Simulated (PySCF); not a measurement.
C$_{5}$H$_{9}$NSi

```xyz
16

C    -2.2789   -0.0671   -0.6624
C    -1.3214   -0.4177    0.4744
Si    0.4110    0.3020    0.2107
C     0.4042    2.1304   -0.1099
N     0.3627    3.2576   -0.3146
C     1.8713   -0.6173   -0.5505
C     1.9970   -0.3796    0.9660
H    -3.2676   -0.4798   -0.4692
H    -1.9209   -0.4671   -1.6085
H    -2.3753    1.0118   -0.7655
H    -1.2512   -1.5023    0.5699
H    -1.7356   -0.0467    1.4139
H     1.7618   -1.6479   -0.8574
H     2.5863   -0.0934   -1.1682
H     2.7867    0.2897    1.2736
H     1.9623   -1.2635    1.5864
```

Geometry: GFN2-xTB, NEB image 0 of 0 to 8.

Theory: PBE0/pcSseg-1, SCF density, gas phase, non-relativistic (PySCF 2.14.0).

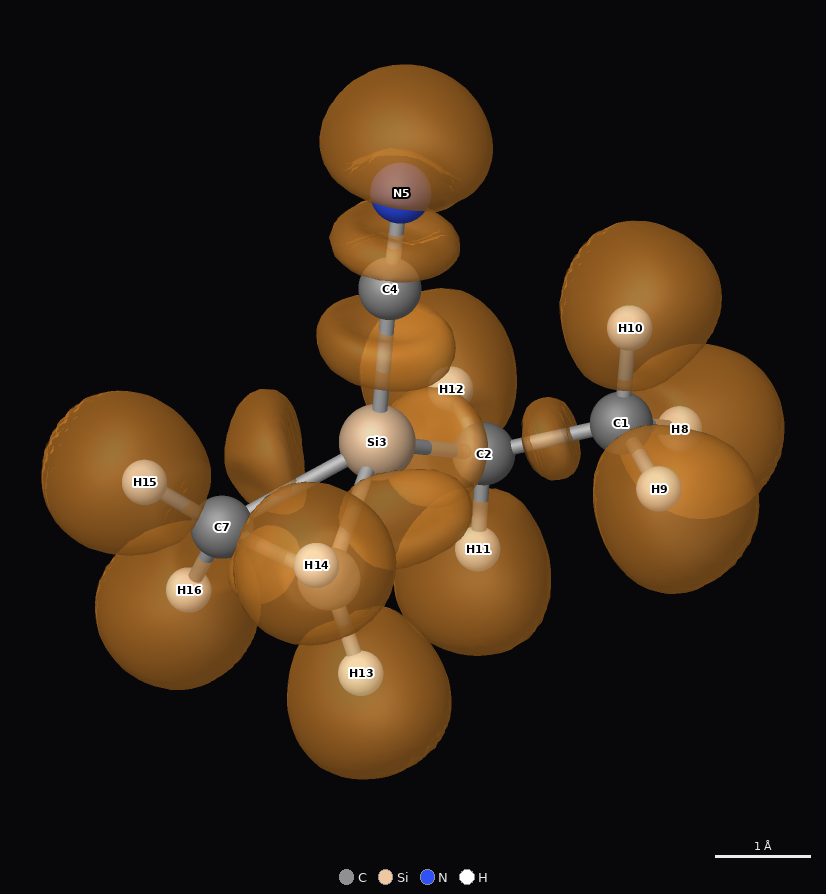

Figure 1. Isosurface of the electron localisation function at 0.8 (orange), seen at a tilt. Only the valence region is drawn (cores and ρ < 0.01 e/Å³ removed).

> Where are the electrons localised?

The ELF exceeds this value in two regions between bonded C–C atoms (shared pairs), one region between bonded C–N atoms (shared pairs), two regions between bonded C–Si atoms (shared pairs), nine regions around hydrogen nuclei, two regions on Si in which the atom's valence shell and bonds are merged and one lobe on N, pointing away from the bonds (lone pairs).


C–N (1.15 Å): the ELF peaks at about 0.90 between the atoms (a short, multiple covalent bond). C–C (1.53 Å): the ELF peaks at about 0.95 between the atoms, as expected for a covalent bond.

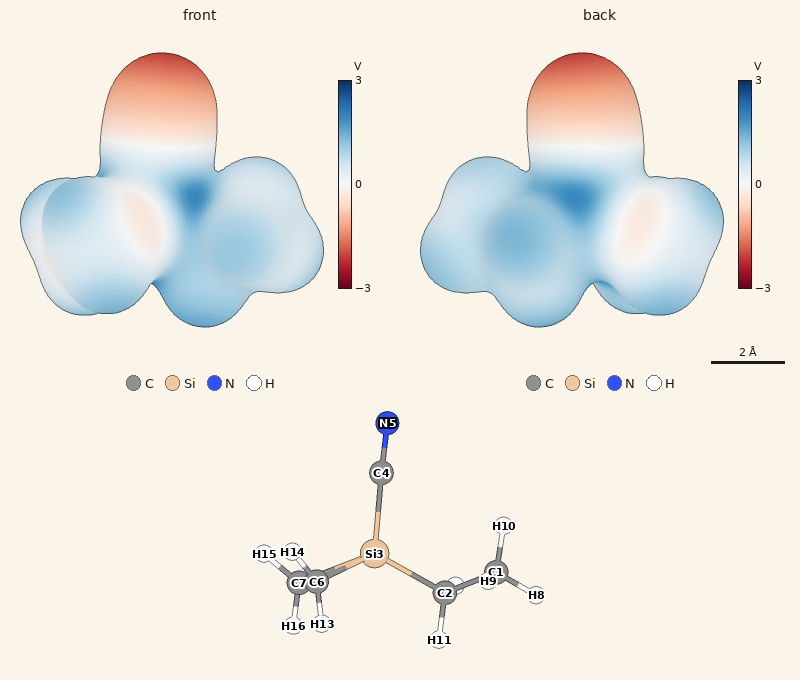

Figure 2. The electrostatic potential painted on the density surface at 0.004 e/bohr³, seen from the front and from behind; the colour scale runs from red (negative) to blue (positive). The bare structure is drawn below in the same view.

> Describe the electrostatic potential map.

The most negative region (about −2.0 V, or −46 kcal/mol for a unit charge) lies over N5, the most positive (about +1.9 V, or +44 kcal/mol for a unit charge) over Si3. N5 is the likeliest acceptor of a hydrogen bond.

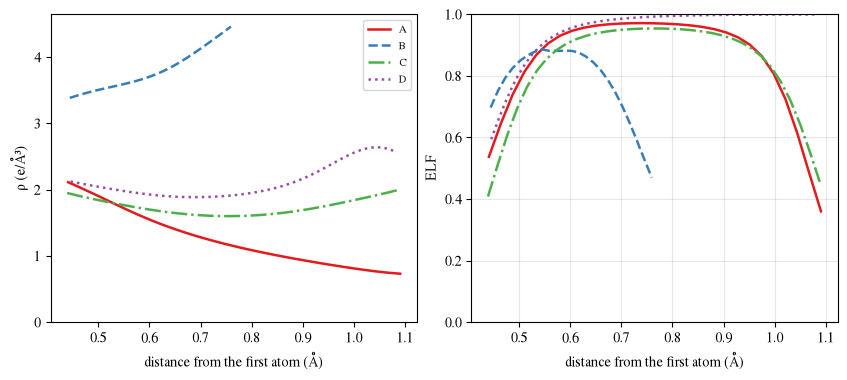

Figure 3. Electron density and electron localisation function along straight lines between neighbouring atoms. The curves leave out the atomic cores.

> Which curve belongs to which contact (C–C, C–H, C–N and C–Si)? The first atom named is at distance zero.

Curve A: C–Si (1.86 Å): the density is about 0.9 e/Å³ at the midpoint; the ELF peaks at about 1 between the atoms (localised, covalent bonding). Curve B: C–N (1.15 Å): ρ at the midpoint is about 3.6 e/Å³; the ELF peaks at about 0.90 between the atoms; a multiple bond. Curve C: C–C (1.53 Å): the density is about 1.6 e/Å³ at the midpoint; the ELF peaks at about 0.95 between the atoms: localised, covalent bonding. Curve D: C–H (1.08 Å): ρ is about 2 e/Å³ halfway; the ELF climbs to about 1 towards the hydrogen, as it does in any bond to H (a covalent bond by its length).
